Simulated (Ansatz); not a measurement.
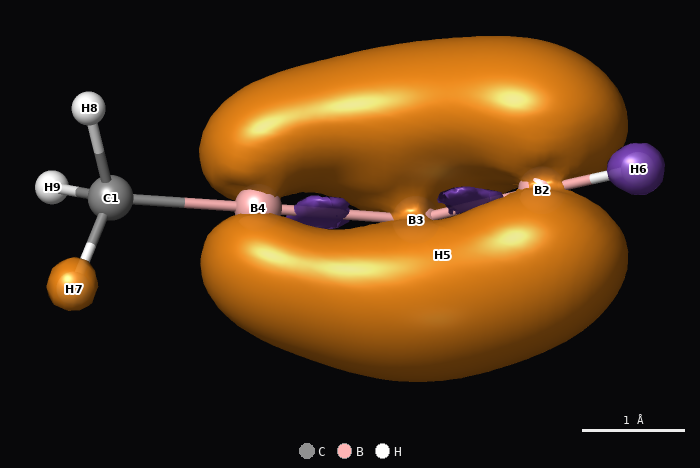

Figure 1: CH$_{5}$B$_{3}$ (charge +1, doublet). Isosurfaces of the spin density (α minus β) at +0.015 (orange) and −0.015 e/Å³ (purple), seen from one side.

Geometry: B3LYP/6-31G*.

The calculation used Ansatz, isolated molecule in a Gaussian basis; Kohn-Sham density functional theory, functional PBE0.

```xyz
9

C     0.1759   -2.7553    2.0611
B    -1.6524    1.0751    2.4079
B    -1.5384   -0.2306    1.5245
B    -0.6367   -1.5292    1.8251
H    -2.1992   -0.2474    0.5199
H    -1.7599    2.0600    3.0427
H     1.2216   -2.6197    1.7416
H     0.1752   -3.0373    3.1262
H    -0.2455   -3.5996    1.4903
```

Question: Describe the spin distribution.

Answer: The unpaired spin (1 electron) lies mostly on B3 (about 0.4), B2 (about 0.3) and B4 (about 0.2), in electrons by Hirshfeld's partition.
